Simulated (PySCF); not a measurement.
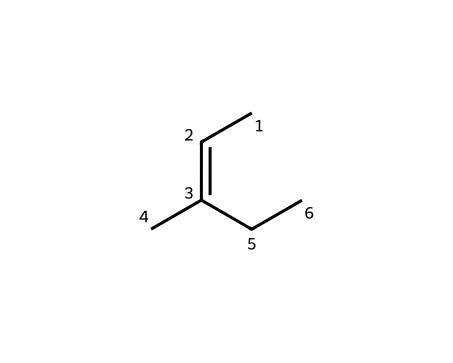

Skeletal drawing with numbered atoms; wedges and dashes mark any stereocentres. The configuration is that of a computed structure (PBE0-D3(BJ)/def2-SVP).

Question: Assign CIP descriptors.

Answer: C2=C3: Z.

Question: Write the isomeric SMILES.

Answer: C/C=C(/C)CC
